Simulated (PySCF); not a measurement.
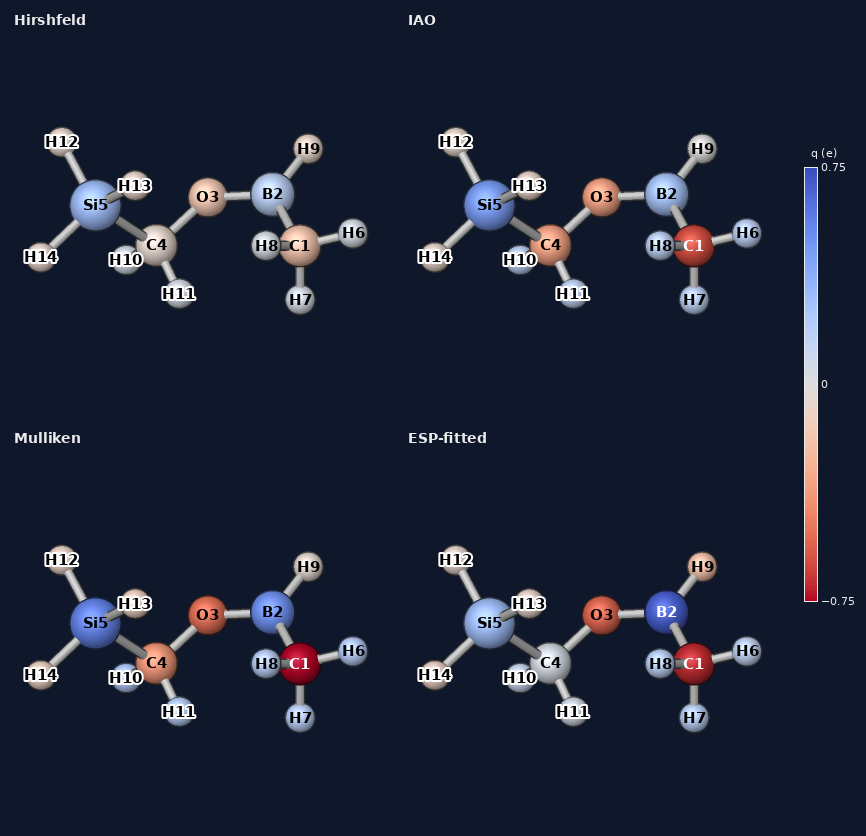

Atomic charges of one calculation by 4 schemes, on one colour scale. The computed structure is the end point of a PBE0-D3(BJ)/def2-SVP optimisation. No frequency run is at hand to confirm it as a minimum. Computed with PBE0/6-31G (PySCF 2.14.0).

Which scheme gives the most polar picture (largest mean size of the charges)?

The Mulliken charges are the largest in size here, and the Hirshfeld charges the smallest.

On which atom do the schemes disagree most?

On C1 (from −0.75 to −0.18 e).

List the charges (e), one line for each set of equivalent atoms.

```csv
atom,Hirshfeld,IAO,Mulliken,ESP-fitted
C1,−0.18,−0.61,−0.75,−0.70
B2,0.17,0.25,0.49,0.68
O3,−0.16,−0.33,−0.51,−0.54
C4,−0.06,−0.33,−0.38,0.05
Si5,0.28,0.45,0.54,0.28
H6,0.04,0.17,0.18,0.14
H7,0.04,0.16,0.18,0.18
H8,0.04,0.16,0.18,0.17
H9,−0.07,0.00,−0.05,−0.19
H10,0.05,0.17,0.21,0.10
H11,0.04,0.14,0.19,0.05
H12,−0.06,−0.06,−0.08,−0.06
H13,−0.07,−0.08,−0.10,−0.07
H14,−0.07,−0.08,−0.10,−0.09
```
